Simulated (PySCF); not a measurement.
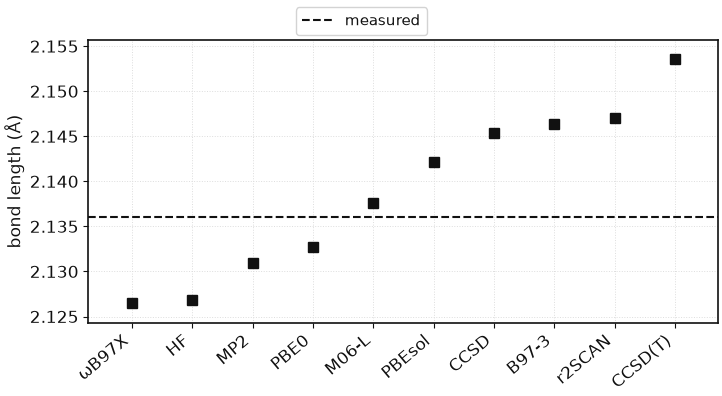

Bond length of BrCl, singlet at several levels, x2c-TZVPPall (sfX2C-1e), PySCF, no spin-orbit coupling, from fits to the bond curves (references: RHF and UKS, as the method has it). The measured value is Huber and Herzberg's. Correlated wave-function values are in the same finite basis, not at its limit.

Which level comes closest to the line (measured), and which misses most?

Closest M06-L (2.138 Å), against 2.136 Å; farthest CCSD(T) (2.154 Å).

Give the values.

| level | Å | less measured |
| --- | --- | --- |
| ωB97X | 2.126 | −0.010 |
| HF | 2.127 | −0.009 |
| MP2 | 2.131 | −0.005 |
| PBE0 | 2.133 | −0.003 |
| M06-L | 2.138 | 0.002 |
| PBEsol | 2.142 | 0.006 |
| CCSD | 2.145 | 0.009 |
| B97-3 | 2.146 | 0.010 |
| r2SCAN | 2.147 | 0.011 |
| CCSD(T) | 2.154 | 0.017 |
| measured | 2.136 | 0.000 |

Caveats: spin-orbit coupling is left out; it can lower the fragment Br more than the molecule, and De with it.
